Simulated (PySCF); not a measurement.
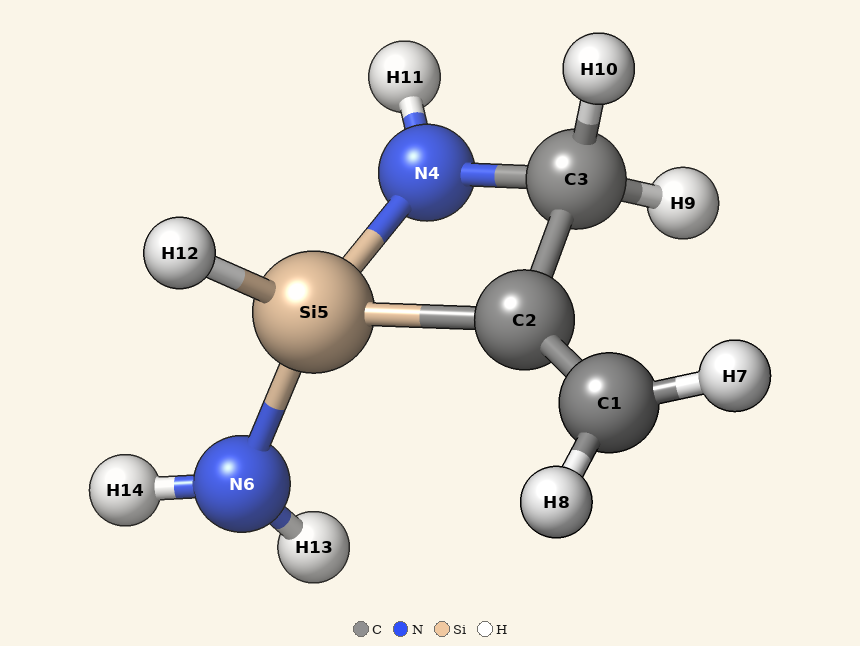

The computed structure is the end point of a GFN2-xTB optimisation. No frequency run is at hand to confirm it as a minimum. Properties computed with delta-SCF UKS SCAN, pcX-2 on the ionised atom, pcseg-1 elsewhere, spin-free X2C (PySCF 2.14.0).

Give the core-electron binding energies (to vacuum; p and d levels without spin–orbit splitting) of C1 1s, C2 1s, C3 1s, N4 1s, Si5 1s, Si5 2p, N6 1s.

```json
{"atom": "C1", "level": "1s", "binding energy (eV)": "289.8"}
{"atom": "C2", "level": "1s", "binding energy (eV)": "289.6"}
{"atom": "C3", "level": "1s", "binding energy (eV)": "291.1"}
{"atom": "N4", "level": "1s", "binding energy (eV)": "403.7"}
{"atom": "Si5", "level": "1s", "binding energy (eV)": "1846.5"}
{"atom": "Si5", "level": "2p", "binding energy (eV)": "106.7"}
{"atom": "N6", "level": "1s", "binding energy (eV)": "404.4"}
```

The geometry is semi-empirical. Around Si such bond lengths and angles can be off by a tenth of an ångström or more and by several degrees, and values that hang on the shape move with them.
